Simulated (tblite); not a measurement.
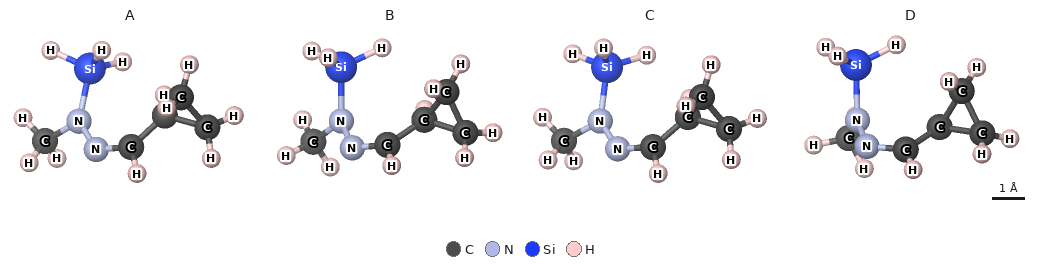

4 geometries from one relaxation of C₅H₁₂N₂Si, in shuffled order. The picture is a ball-and-stick view, seen at a tilt.

All numbers below come from GFN2-xTB geometry optimisation, gas phase in tblite 0.8.0. 

Q: Put them in the order of the run, from the start to the converged end.

A: D, B, C, A. They are steps 0, 53, 79, 144, at +0.962 eV, +0.156 eV, +0.076 eV relative to the last. An H atom moves most after the best rigid fit: 1.82 Å. By element the largest moves are H 1.82 Å, C 0.90 Å, Si 0.89 Å, N 0.69 Å. Among the contacts that change: N–N 1.406 → 1.350 Å, C–H 1.141 → 1.090 Å, C–H 1.123 → 1.080 Å, C–C 1.548 → 1.505 Å. Among the angles between lasting bonds that change: C–N–N 120.6° → 109.0°, N–N–C 116.7° → 127.6°, N–C–C 123.2° → 132.3°. Groups turn about N–N by about 60°, C–N by about 50°, C–C by about 20°. Over 144 geometry steps the energy falls by 0.962 eV. Cost: 1.2 s on 1 thread of Arm Neoverse V1, with other jobs on the host.
